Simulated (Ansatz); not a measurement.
**BW3: one candidate of a structure search, part 1 of 2**

Aim: relax a trial structure of BW3 and see where it ends.

Computed with Ansatz 0.2.0 (DFT PBE, scalar-relativistic, plane waves, PAW, unless a step's input says otherwise).

## (1) The system as given

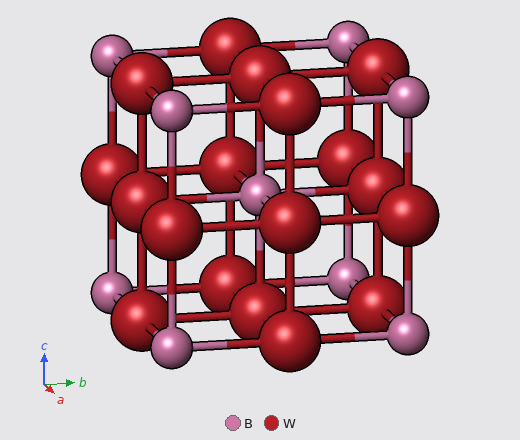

The starting structure, seen slightly off an axis (boron pink, tungsten red). Atoms on the faces are drawn again on the opposite ones. The cell drawn here is the conventional one.

Structure file:

```
B W
1.0
    -2.47660    2.47660    2.47660
     2.47660   -2.47660    2.47660
     2.47660    2.47660   -2.47660
B W
1 3
Direct
  0.00000 0.00000 0.00000
  0.00000 0.50000 0.50000
  0.50000 0.00000 0.50000
  0.50000 0.50000 0.00000
```

A structure generator made this guess: species swapped into a database cell of Sb3Au (Im-3m, No. 229), with W on the Sb sites and B on the Au sites. The dimensions are guesses.

## (2) Probe: one point on a coarse mesh

The input, input.yaml:

```yaml
crystal:
  lattice:
    - [-2.47659657, 2.47659657, 2.47659657]
    - [2.47659657, -2.47659657, 2.47659657]
    - [2.47659657, 2.47659657, -2.47659657]
  atoms:
    - { symbol: B, position: [0.0, 0.0, 0.0] }
    - { symbol: W, position: [0.0, 0.5, 0.5] }
    - { symbol: W, position: [0.5, 0.0, 0.5] }
    - { symbol: W, position: [0.5, 0.5, 0.0] }
basis:
  ecutwfc: 420
kpoints:
  mp_grid: { grid: [6, 6, 6] }
hamiltonian:
  xc: pbe
scf:
  occupations: { method: gaussian, width: 0.1 }
  lower_state_search: "off"
output:
  forces: true
  stress: true
  eigenvalues: true
```

On the command line:

```console
$ ansatz run input.yaml --threads 1 --pin off --max-ram 2560MiB --backend cpu --events-out ev --progress --plain --runs-dir out
```

Log, shortened:

```text
Warning: RAYON_NUM_THREADS=1 ignored (pool sized by the plan → 1); use --threads N
[...]
Pseudopotentials: kind: paw
Pseudopotential: B, paw, valence charge 3, recommended cutoff 420 eV (normal), B.paw.azcp
Pseudopotential: W, paw, valence charge 14, recommended cutoff 420 eV (normal), W.paw.azcp
Functional definition: PBE
[...]
Crystal: 4 atoms, lattice volume = 60.761 Å³
Basis set: ecut = 420 eV, 1205 PW (Γ), exchange–correlation on 60×60×60 points (8 copies of the dense FFT grid, shifted against one another)
Bands: 27, of which v1, the nominal top of the filled ones, is band 23 counted from 1 (22 counted from 0)
Symmetry: 48 space group operations
Space group: Im-3m (ITA 229), of the structure as read, at distance tolerance 3.9e-5 Å
k-points: 16 of 216
[...]
SCF iter   1: F=—  HF=-31303.803127 eV  |F-HF|=—  |Δ(HF+E_count)|=         —  Δρ=7.82e-3  dr2=6.53e-2  ethr=1.77e-3  ⟨swp⟩=4.7  Hψ=1807  notcnv=0
[...]
SCF iter   6: F=-31303.790206 eV  HF=-31303.790206 eV  |F-HF|=2.15e-10  |Δ(HF+E_count)|=   1.38e-8  Δρ=3.34e-6  dr2=5.25e-9  ethr=2.22e-10  ⟨swp⟩=6.2  Hψ=1670  notcnv=0
[...]
SCF converged after 6 iterations
Free energy (F): -31303.790206 eV
[...]
E sigma→0 (E₀):  -31303.780575 eV
Entropy (-TS):   -0.019262 eV (-4.815 meV/atom)
Fermi energy:    18.421633 eV
[...]
--- Forces (eV/Å), atoms counted from 1 ---
  atom   1  B     -0.00000000     0.00000000     0.00000000
  atom   2  W     -0.00000000    -0.00000000    -0.00000000
  atom   3  W      0.00000000     0.00000000    -0.00000000
  atom   4  W      0.00000000    -0.00000000    -0.00000000
[...]
--- Stress (GPa, compression-positive) ---
       11.817796       0.000000      -0.000000
        0.000000      11.817796       0.000000
       -0.000000       0.000000      11.817796
  P = ⅓ Tr σ = 11.8178 GPa (118.178 kbar)
--- Band table (eV; the first three rows and the last of 16) ---
  k-point 0: bands = ["-55.5451", "-55.2481", "-55.2481", "-20.6857", "-20.6857", "-20.6857", "-19.7413", "-19.7413", "-19.7413", "-18.6136", "-18.6136", "-18.6136", "8.4169", "13.1160", "13.1160", "13.1160", "13.7668", "14.0285", "14.0285", "18.4402", "18.4402", "18.4402", "20.4003", [...]
[...]
```

It took 1.6 s on 1 thread of Arm Neoverse V1, shared host; peak memory 0.31 GiB.

The probe gives pressure 11.8 GPa, largest force 0.00 eV/Å, gap on this mesh none (metal). A cheap, loose relaxation comes first.

## (3) Rough relaxation on the coarse mesh

input.yaml, as its differences from that of step 2:

```diff
@@ -23 +23,6 @@
   eigenvalues: true
+relax:
+  adjacent_minimum: "off"
+  f_tol: 0.04
+  max_steps: 70
+  cell: { stress_tol: 0.4 }
```

On the command line:

```console
$ ansatz run input.yaml --threads 1 --pin off --max-ram 2560MiB --backend cpu --events-out ev --progress --plain --runs-dir out
```

Log:

```text
Warning: RAYON_NUM_THREADS=1 ignored (pool sized by the plan → 1); use --threads N
Engine: ansatz 0.2.0, aarch64-unknown-linux-gnu
[... 4 set-up lines as earlier in the session ...]
  parameter kappa = 0.804
  parameter beta = 0.06672455060314922
  exchange = pbe_x(kappa = kappa, mu = beta*pi^2/3)
  correlation = pbe_c(beta = beta)
Crystal: 4 atoms, lattice volume = 60.761 Å³
Basis set: ecut = 420 eV, 1205 PW (Γ), exchange–correlation on 60×60×60 points (8 copies of the dense FFT grid, shifted against one another)
Bands: 27, of which v1, the nominal top of the filled ones, is band 23 counted from 1 (22 counted from 0)
[... 2 set-up lines as earlier in the session ...]
k-points: 16 of 216
Non-local potential: B, projectors of the file, l = 0: 2, l = 1: 2, l = 2: 1
Non-local potential: W, projectors of the file, l = 0: 3, l = 1: 2, l = 2: 2, l = 3: 1
PAW form: soft (Blöchl's): semilocal exchange-correlation on the pseudo side does not see the compensation charge
PAW one-centre angular grid: B, 110 points (default); XC on 64 Gauss nodes
PAW one-centre angular grid: W, 590 points (default); XC on 64 Gauss nodes
Initial density: superposition of atomic densities (neutral atoms: chi_scale 0, normalization atom), corrected by the library's trained network
Initial wavefunctions: pseudopotential atomic-orbital guess
Functional: x = pbe(κ = 0.804, μ = 0.2195149727645171), c = pbe(β = 0.06672455060314922)
SCF iter   1: F=—  HF=-31303.803127 eV  |F-HF|=—  |Δ(HF+E_count)|=         —  Δρ=7.82e-3  dr2=6.53e-2  ethr=1.77e-3  ⟨swp⟩=4.7  Hψ=1807  notcnv=0
preconditioner: auto → Kerker (q_TF=auto, 2.595 Å⁻¹)  [metal: Δε(μ)=0.066 eV  Ē_g=4.816 eV  σ=0.100 eV  W_gap=0.33  n_scr=18 (ndim 8)  ℏωp=21.8 eV  f_vac=0.000  D(μ)=3.79/eV (n_scr^D=42)]
SCF iter   2: F=—  HF=-31303.794133 eV  |F-HF|=—  |Δ(HF+E_count)|=   8.99e-3  Δρ=4.54e-3  dr2=1.96e-2  ethr=1.45e-4  ⟨swp⟩=1.0  Hψ=560  notcnv=0
SCF iter   3: F=—  HF=-31303.790210 eV  |F-HF|=—  |Δ(HF+E_count)|=   3.92e-3  Δρ=5.53e-4  dr2=1.30e-4  ethr=4.36e-5  ⟨swp⟩=2.2  Hψ=575  notcnv=0
SCF iter   4: F=—  HF=-31303.790207 eV  |F-HF|=—  |Δ(HF+E_count)|=   2.36e-6  Δρ=9.39e-5  dr2=5.17e-6  ethr=2.89e-7  ⟨swp⟩=2.1  Hψ=606  notcnv=0
SCF iter   5: F=—  HF=-31303.790206 eV  |F-HF|=—  |Δ(HF+E_count)|=   9.93e-7  Δρ=2.09e-5  dr2=2.25e-7  ethr=1.15e-8  ⟨swp⟩=2.7  Hψ=727  notcnv=0
SCF iter   6: F=-31303.790206 eV  HF=-31303.790206 eV  |F-HF|=2.26e-10  |Δ(HF+E_count)|=   1.40e-8  Δρ=3.33e-6  dr2=5.25e-9  ethr=2.22e-10  ⟨swp⟩=6.2  Hψ=1671  notcnv=0
SCF 1 converged in 6 iterations: F = -31303.790206 eV  dr2 = 5.25e-9
relax step   1: F+E_penalty+E_count = -31303.79020617 eV  Δ(F+E_penalty+E_count) = +0.000e0 eV  max|allowed force component| = 8.694e-29 eV/Å  Δτ_max = 0.0000 Å  P = +11.818 GPa  Ω = 60.761 Å³  (6 SCF iters, dr2 threshold 1.00e-7 eV, accepted)
Crystal: 4 atoms, lattice volume = 67.510 Å³
Basis set: ecut = 420 eV, 1289 PW (Γ), exchange–correlation on 60×60×60 points (8 copies of the dense FFT grid, shifted against one another)
Initial density: handed on by an earlier stage of this run
Initial wavefunctions: those handed on with the density
iter 1 solved again at ethr=7.70e-5 eV; its pass at ethr=3.10e-3 eV (dr2=3.46e-2 eV) is discarded
SCF iter   1: F=—  HF=-31303.782645 eV  |F-HF|=—  |Δ(HF+E_count)|=         —  Δρ=6.67e-3  dr2=3.49e-2  ethr=7.70e-5  ⟨swp⟩=1.2  Hψ=2308  notcnv=0
preconditioner: auto → Kerker (q_TF=auto, 2.550 Å⁻¹)  [metal: Δε(μ)=0.037 eV  Ē_g=4.336 eV  σ=0.100 eV  W_gap=0.21  n_scr=18 (ndim 8)  ℏωp=20.7 eV  f_vac=0.000  D(μ)=5.69/eV (n_scr^D=78)]
SCF iter   2: F=—  HF=-31303.777723 eV  |F-HF|=—  |Δ(HF+E_count)|=   4.92e-3  Δρ=3.92e-3  dr2=1.14e-2  ethr=7.70e-5  ⟨swp⟩=1.2  Hψ=437  notcnv=0
SCF iter   3: F=—  HF=-31303.775179 eV  |F-HF|=—  |Δ(HF+E_count)|=   2.54e-3  Δρ=5.10e-4  dr2=1.80e-4  ethr=2.54e-5  ⟨swp⟩=2.0  Hψ=595  notcnv=0
SCF iter   4: F=—  HF=-31303.775195 eV  |F-HF|=—  |Δ(HF+E_count)|=   1.65e-5  Δρ=9.10e-5  dr2=3.38e-6  ethr=3.99e-7  ⟨swp⟩=2.1  Hψ=585  notcnv=0
iter 5 did not close the SCF: its close was put off for the readings that it lacked (scf_convergence_deferred on its scf_iter line)
SCF iter   5: F=-31303.775197 eV  HF=-31303.775197 eV  |F-HF|=3.40e-8  |Δ(HF+E_count)|=   1.67e-6  Δρ=2.38e-5  dr2=3.91e-7  ethr=7.52e-9  ⟨swp⟩=2.7  Hψ=779  notcnv=0
SCF iter   6: F=-31303.775197 eV  HF=-31303.775197 eV  |F-HF|=2.94e-9  |Δ(HF+E_count)|=   8.18e-8  Δρ=4.39e-6  dr2=9.62e-9  ethr=8.68e-10  ⟨swp⟩=3.2  Hψ=1553  notcnv=0
SCF 2 converged in 6 iterations: F = -31303.775197 eV  dr2 = 9.62e-9
relax step   2: F+E_penalty+E_count = -31303.77519686 eV  Δ(F+E_penalty+E_count) = +1.501e-2 eV  max|allowed force component| = 1.686e-29 eV/Å  Δτ_max = 0.0000 Å  P = -10.315 GPa  Ω = 67.510 Å³  energy of the carried Pulay correction = -3.573e-3 eV  (6 SCF iters, dr2 threshold 4.00e-7 eV, rejected (line search))
Crystal: 4 atoms, lattice volume = 63.992 Å³
Basis set: ecut = 420 eV, 1253 PW (Γ), exchange–correlation on 60×60×60 points (8 copies of the dense FFT grid, shifted against one another)
iter 1 solved again at ethr=1.86e-5 eV; its pass at ethr=3.10e-3 eV (dr2=8.39e-3 eV) is discarded
SCF iter   1: F=—  HF=-31303.900784 eV  |F-HF|=—  |Δ(HF+E_count)|=         —  Δρ=3.40e-3  dr2=8.46e-3  ethr=1.86e-5  ⟨swp⟩=1.5  Hψ=2330  notcnv=0
preconditioner: auto → Kerker (q_TF=auto, 2.573 Å⁻¹)  [metal: Δε(μ)=0.049 eV  Ē_g=4.572 eV  σ=0.100 eV  W_gap=0.27  n_scr=18 (ndim 8)  ℏωp=21.3 eV  f_vac=0.000  D(μ)=4.82/eV (n_scr^D=54)]
SCF iter   2: F=—  HF=-31303.899579 eV  |F-HF|=—  |Δ(HF+E_count)|=   1.21e-3  Δρ=1.97e-3  dr2=2.71e-3  ethr=1.86e-5  ⟨swp⟩=1.3  Hψ=443  notcnv=0
SCF iter   3: F=—  HF=-31303.898978 eV  |F-HF|=—  |Δ(HF+E_count)|=   6.01e-4  Δρ=2.46e-4  dr2=3.57e-5  ethr=6.01e-6  ⟨swp⟩=2.0  Hψ=595  notcnv=0
SCF iter   4: F=—  HF=-31303.898989 eV  |F-HF|=—  |Δ(HF+E_count)|=   1.06e-5  Δρ=4.93e-5  dr2=1.31e-6  ethr=7.93e-8  ⟨swp⟩=2.0  Hψ=600  notcnv=0
SCF iter   5: F=—  HF=-31303.898985 eV  |F-HF|=—  |Δ(HF+E_count)|=   4.02e-6  Δρ=9.04e-6  dr2=4.33e-8  ethr=2.91e-9  ⟨swp⟩=2.0  Hψ=586  notcnv=0
SCF iter   6: F=-31303.898985 eV  HF=-31303.898985 eV  |F-HF|=2.36e-10  |Δ(HF+E_count)|=   1.64e-8  Δρ=1.25e-6  dr2=5.22e-10  ethr=5.69e-12  ⟨swp⟩=5.4  Hψ=1711  notcnv=0
SCF 3 converged in 6 iterations: F = -31303.898985 eV  dr2 = 5.22e-10
relax step   3: F+E_penalty+E_count = -31303.89898510 eV  Δ(F+E_penalty+E_count) = -1.088e-1 eV  max|allowed force component| = 7.225e-29 eV/Å  Δτ_max = 0.0000 Å  P = -0.316 GPa  Ω = 63.992 Å³  energy of the carried Pulay correction = -1.759e-3 eV  (6 SCF iters, accepted)
Initial wavefunctions: pseudopotential atomic-orbital guess (no wavefunctions were taken with the density)
iter 1 solved again at ethr=8.63e-9 eV; its pass at ethr=3.10e-3 eV (dr2=3.88e-6 eV) is discarded
SCF iter   1: F=—  HF=-31303.900760 eV  |F-HF|=—  |Δ(HF+E_count)|=         —  Δρ=2.43e-4  dr2=2.21e-6  ethr=8.63e-9  ⟨swp⟩=3.5  Hψ=3182  notcnv=0
preconditioner: auto → Kerker (q_TF=auto, 2.573 Å⁻¹)  [metal: Δε(μ)=0.050 eV  Ē_g=4.571 eV  σ=0.100 eV  W_gap=0.28  n_scr=18 (ndim 8)  ℏωp=21.3 eV  f_vac=0.000  D(μ)=4.80/eV (n_scr^D=54)]
SCF iter   2: F=—  HF=-31303.900824 eV  |F-HF|=—  |Δ(HF+E_count)|=   6.41e-5  Δρ=1.25e-4  dr2=5.65e-7  ethr=4.91e-9  ⟨swp⟩=1.0  Hψ=432  notcnv=0
iter 3 did not close the SCF: its close was put off for the readings that it lacked (scf_convergence_deferred on its scf_iter line)
SCF iter   3: F=-31303.900844 eV  HF=-31303.900844 eV  |F-HF|=4.99e-9  |Δ(HF+E_count)|=   2.01e-5  Δρ=4.12e-6  dr2=2.01e-9  ethr=1.26e-9  ⟨swp⟩=2.9  Hψ=827  notcnv=0
iter 4 did not close the SCF: its close was put off for the readings that it lacked (scf_convergence_deferred on its scf_iter line)
SCF iter   4: F=-31303.900844 eV  HF=-31303.900844 eV  |F-HF|=2.11e-10  |Δ(HF+E_count)|=   5.18e-9  Δρ=7.27e-7  dr2=1.61e-10  ethr=4.47e-12  ⟨swp⟩=2.4  Hψ=668  notcnv=0
iter 5 did not close the SCF: its close was put off for the readings that it lacked (scf_convergence_deferred on its scf_iter line)
SCF iter   5: F=-31303.900844 eV  HF=-31303.900844 eV  |F-HF|=1.09e-11  |Δ(HF+E_count)|=  2.15e-10  Δρ=8.36e-8  dr2=1.61e-12  ethr=1.00e-12  ⟨swp⟩=1.2  Hψ=438  notcnv=0
SCF iter   6: F=-31303.900844 eV  HF=-31303.900844 eV  |F-HF|=1.09e-11  |Δ(HF+E_count)|=  1.46e-11  Δρ=1.76e-8  dr2=1.68e-13  ethr=1.00e-12  ⟨swp⟩=1.1  Hψ=929  notcnv=0
SCF 4 converged in 6 iterations: F = -31303.900844 eV  dr2 = 1.68e-13
relax step   4: F+E_penalty+E_count = -31303.90084430 eV  Δ(F+E_penalty+E_count) = -1.859e-3 eV  max|allowed force component| = 7.271e-29 eV/Å  Δτ_max = 0.0000 Å  P = -0.306 GPa  Ω = 63.992 Å³  stress off target by 3.06e-1 GPa  SCF on the basis re-selected at this cell (its energy is not comparable with the rows above)  (6 SCF iters)
basis re-selected at this cell: Δ(F+E_penalty+E_count) = -1.859e-3 eV, ΔP = +0.010 GPa vs the last step (what re-selecting the basis moved, of the pressure what is left beyond the Pulay correction that the steps carried, after the strain that the cell walked since its last selection, with what the two solves' SCF thresholds leave and, on support functions, any second-order correction that the steps lacked; it is no measure of the basis error at this ecutwfc). This SCF's stress stands 3.06e-1 GPa from its target on what of the cell is left free (relax.cell.stress_tol is 4.00e-1 GPa) and its largest allowed force component is 7.27e-29 eV/Å (relax.f_tol is 4.00e-2 eV/Å): within both
SCF converged after 6 iterations
Free energy (F): -31303.900844 eV
Harris-Foulkes:  -31303.900844 eV  (|F-HF|=1.09e-11)
Internal energy: -31303.876830 eV  (E = F + TS)
E sigma→0 (E₀):  -31303.888837 eV
Entropy (-TS):   -0.024014 eV (-6.004 meV/atom)
Fermi energy:    17.342881 eV
--- Per-component energies (eV) ---
  E_band       = -418.713765
  E_kinetic    = 1389.071592
  E_local      = -2559.733196  (includes V_loc(G=0)·N_el)
  E_nonlocal   = 20.932604
  E_hartree    = 928.299723
  E_xc         = -826.948901
  E_vxc        = -746.810655  (∫ρ·V_xc dr)
  E_paw        = -25767.351534  (= ΣΔE_a)
  E_vpaw       = -378.773381  (= ΣTr[D̂ρ^β])
  E_aug_tail   = -0.000184  (compensation charges beyond the density's cutoff)
  E_ewald      = -4488.146935
  E_smearing   = -0.024014  (= −TS)
  E_closure    = 0.000000  (closes the sum)
  Σ components = -31303.900844   (vs F -31303.900844, Δ=0.00e0)
--- Forces (eV/Å), atoms counted from 1 ---
  atom   1  B     -0.00000000     0.00000000    -0.00000000
  atom   2  W      0.00000000    -0.00000000     0.00000000
  atom   3  W      0.00000000    -0.00000000     0.00000000
  atom   4  W      0.00000000    -0.00000000     0.00000000
  max |Σ_I F_I| component: 2.61e-28 eV/Å
--- Stress (GPa, compression-positive) ---
       -0.305942       0.000000       0.000000
       -0.000000      -0.305942       0.000000
       -0.000000      -0.000000      -0.305942
  P = ⅓ Tr σ = -0.3059 GPa (-3.059 kbar)
--- Band table (eV; the first three rows and the last of 16) ---
  k-point 0: bands = ["-56.6775", "-56.4349", "-56.4349", "-21.6662", "-21.6662", "-21.6662", "-20.8986", "-20.8986", "-20.8986", "-19.8766", "-19.8766", "-19.8766", "7.6293", "12.3900", "12.3900", "12.3900", "12.7911", "13.1660", "13.1660", "17.3753", "17.3753", "17.3753", "19.1290", "19.1290", "19.5816", "19.5816", "19.5816"]
  k-point 1: bands = ["-56.6631", "-56.4493", "-56.4353", "-21.6682", "-21.5612", "-21.5552", "-20.9094", "-20.8965", "-20.8916", "-20.0105", "-20.0033", "-19.8795", "8.0289", "12.4804", "12.5249", "12.7482", "12.9704", "13.4009", "13.5947", "15.9439", "16.7527", "17.3161", "18.9872", "19.1330", "19.7084", "19.7137", "20.5993"]
  k-point 2: bands = ["-56.6259", "-56.4866", "-56.4362", "-21.6723", "-21.2704", "-21.2503", "-20.9277", "-20.8922", "-20.8763", "-20.3616", "-20.3404", "-19.8852", "9.0850", "12.0822", "12.6691", "13.4016", "13.7847", "14.3416", "14.5431", "15.0661", "16.3914", "17.2960", "17.2994", "18.2715", "18.6351", "19.5269", "19.8529"]
  k-point 15: bands = ["-56.5940", "-56.5940", "-56.3589", "-21.7201", "-21.7201", "-21.7201", "-20.8486", "-20.8486", "-20.8486", "-19.8848", "-19.8848", "-19.8848", "9.4858", "12.5192", "12.5192", "13.5537", "14.1147", "14.1147", "14.1147", "15.1302", "15.1302", "15.1302", "18.6661", "18.6661", "18.6661", "18.6920", "18.6920"]
--- Relaxed structure (3 steps of the walk, 2 accepted, 1 SCFs on fresh bases) ---
  F+E_penalty+E_count = -31303.90084430 eV   max|allowed force component| = 7.271e-29 eV/Å   (the final SCF, on the basis selected at the relaxed cell)
  cell:  # Å, volume = 63.9921 Å³
    - [-2.51973871368851, 2.51973871368851, 2.51973871368851]
    - [2.51973871368851, -2.51973871368851, 2.51973871368851]
    - [2.51973871368851, 2.51973871368851, -2.51973871368851]
  atoms:
    - { symbol: B, position: [-7.293724474748463e-47, -3.1329861948351353e-46, -3.873409739998994e-46] }
    - { symbol: W, position: [7.87456790879293e-35, 0.49999999999999994, 0.49999999999999994] }
    - { symbol: W, position: [0.49999999999999994, -1.8056334058379294e-35, 0.49999999999999994] }
    - { symbol: W, position: [0.49999999999999994, 0.49999999999999994, 1.484631911467332e-34] }
```

Wall time 6.9 s (1 thread of Arm Neoverse V1, shared host); peak memory 0.32 GiB.

Step by step:

| step | energy from step 1 (eV/cell) | largest force component (eV/Å) | pressure (GPa) | volume (Å³) |
| --- | --- | --- | --- | --- |
| 1 | 0.0000 | 0.0000 | 11.82 | 60.76 |
| 2 | 0.0150 | 0.0000 | -10.32 | 67.51 |
| 3 | -0.1088 | 0.0000 | -0.32 | 63.99 |
| 4 | -0.1106 | 0.0000 | -0.31 | 63.99 |

Step 1 is the start. Step 4 repeats the geometry before it on a plane-wave basis chosen anew for that cell, so its energy need not be comparable with the rows above. Step 2 was tried and not accepted.

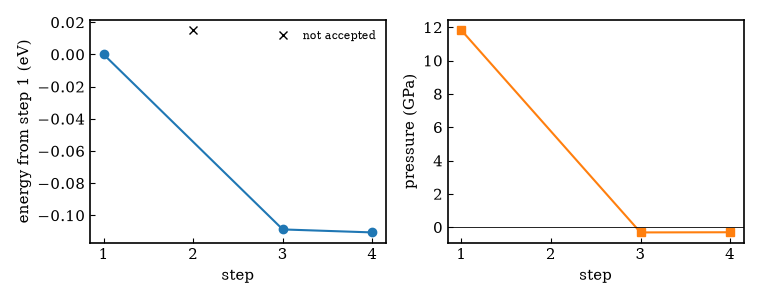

Energy and pressure along the relaxation.

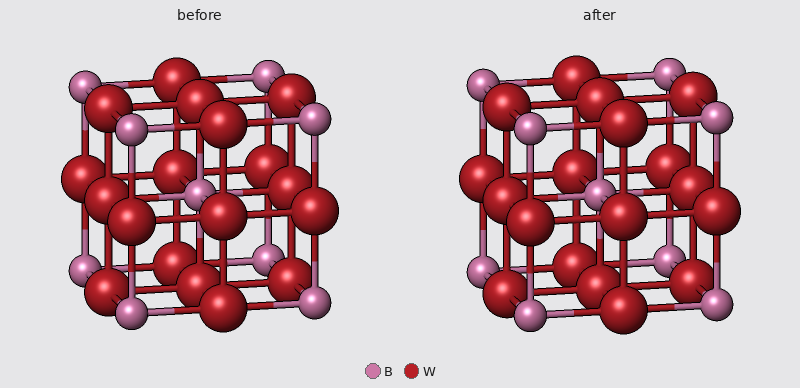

Before and after, at one scale. The change is too small to see at this scale.

Lengths and angles in the start's conventional setting:

|  | before | after | change |
| --- | --- | --- | --- |
| a (Å) | 4.953 | 5.039 | +1.7 % |
| b (Å) | 4.953 | 5.039 | +1.7 % |
| c (Å) | 4.953 | 5.039 | +1.7 % |
| volume (Å³/atom) | 15.19 | 16.00 | +5.3 % |
| shortest distance (Å) | 2.477 | 2.520 | +1.7 % |
| space group (0.01 Å) | Im-3m | Im-3m | same |

Forces and stress were held to the start's 48 operations: a distortion of lower symmetry was not tested.

(Continued in part 2 of 2.)
